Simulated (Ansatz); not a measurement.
Input file:

```
crystal:
  periodic: [false, false, false]
  atoms:
    - { symbol: C, position_ang: [0.6443, -0.6759, 1.1507] }
    - { symbol: S, position_ang: [0.3683, 1.0486, 0.4908] }
    - { symbol: Sb, position_ang: [-0.1525, 0.2711, -1.7988] }
    - { symbol: F, position_ang: [-1.895, -0.2619, -1.2651] }
    - { symbol: Cl, position_ang: [-0.8675, 2.4488, -2.4617] }
    - { symbol: H, position_ang: [1.4227, -1.1206, 0.5971] }
    - { symbol: H, position_ang: [0.8755, -0.5734, 2.2214] }
    - { symbol: H, position_ang: [-0.3037, -1.1938, 1.0097] }
basis:
  gaussian: { orbitals: def2-SVP }
hamiltonian:
  xc: blyp
  dispersion: d4
relax:
  f_tol: 0.015
  max_steps: 40
output:
  orbitals: {}
```

Command:

```sh
ansatz run input.yaml --threads 2 --pin off --max-ram 3072MiB --backend cpu --events-out ev --progress --plain --runs-dir out
```

The fields are those of the run's last geometry, not of the input's.

Core potentials replace the inner electrons of Sb.

Level of theory: RKS BLYP-D4/def2-SVP in Ansatz.

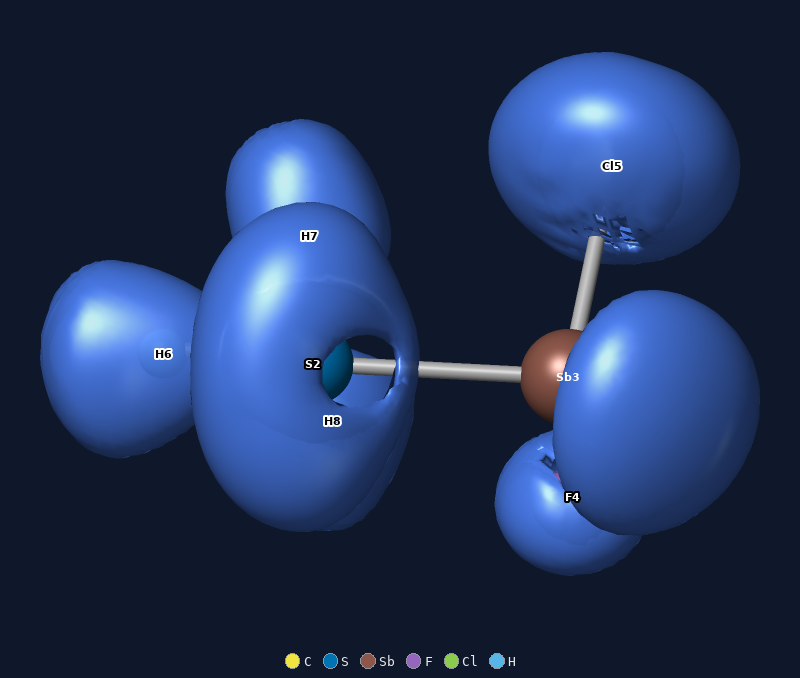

CH$_{3}$ClFSSb (SMILES C[S][Sb]([F])[Cl]). Isosurface of the electron localisation function at 0.8 (blue), seen at a tilt. Only the valence region is drawn (cores and ρ < 0.01 e/Å³ removed).

> Identify the bonds, lone pairs and shells in this picture.

The ELF exceeds this value in one region between bonded C–S atoms (shared pairs), three regions around hydrogen nuclei, one lobe on Sb, pointing away from the bonds (lone pairs), one region wrapped around Cl (its valence shell), one region wrapped around F (its valence shell) and one region wrapped around S (its valence shell).

Values along the shortest contacts:
C–S (1.86 Å): the ELF peaks at about 0.90 between the atoms: localised, covalent bonding. Sb–F (1.98 Å): the ELF peaks at about 0.80 in the valence shell of F, 0.5 Å from its nucleus, and drops to about 0.15 between the two atoms.
